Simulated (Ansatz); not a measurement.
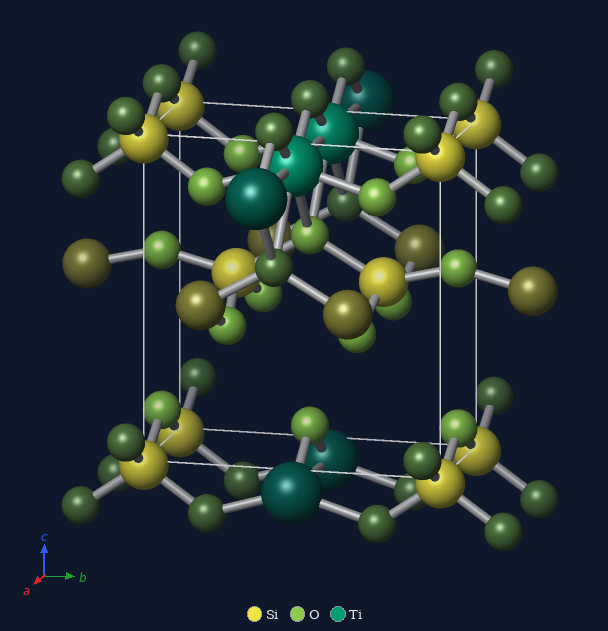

Ball-and-stick drawing of the structure, looking slightly off an axis. The conventional unit cell is outlined; an atom on or near a face, edge or corner is repeated at each equivalent position. Atoms outside the box are added where they are bonded to one inside, in fainter colours.

TiSi3O8, space group Pmm2 (No. 25), a = 2.886 Å, b = 6.262 Å, c = 6.869 Å, α = 90.00°, β = 90.00°, γ = 90.00°. Starting structure: a structure type filled with these elements by a generator (whether the compound takes this form wasn't checked). Earlier steps of the study, as a rule a relaxation of our own, may have changed the cell and positions, so they can lie some per cent off the listed ones. A calculation with Ansatz used it as input.

This one geometry was computed with Ansatz (DFT, plane waves, PAW) at four levels of theory: PBE0, PBE, HSE06 and r2SCAN. It was relaxed beforehand with r2SCAN.

> Which level gives the highest pressure at this volume, and what does that say about its equilibrium volume?

Highest: PBE (6.3 GPa), which points to the largest equilibrium volume. Lowest, with the smallest volume: PBE0 (-1.1 GPa) and HSE06 (-1.0 GPa). Levels within 0.5 GPa of each other can't be told apart.

> How does the band gap change with the level of theory?

PBE: a gap of 3.31 eV, direct; r2SCAN: a gap of 3.74 eV, direct; HSE06: a gap of 5.10 eV, direct; PBE0: a gap of 5.87 eV, direct.

> Collect the results in a table.

| level | cutoff (eV) | k-mesh of the run's cell | gap (eV) | pressure (GPa) |
| --- | --- | --- | --- | --- |
| PBE0 | 420 | 6×2×2 | 5.87 | -1.1 |
| PBE | 420 | 8×4×4 | 3.31 | 6.3 |
| HSE06 | 420 | 6×2×2 | 5.10 | -1.0 |
| r2SCAN | 500 | 8×4×4 | 3.74 | 0.0 |

Gaps are taken on the k-mesh or band path of each run.
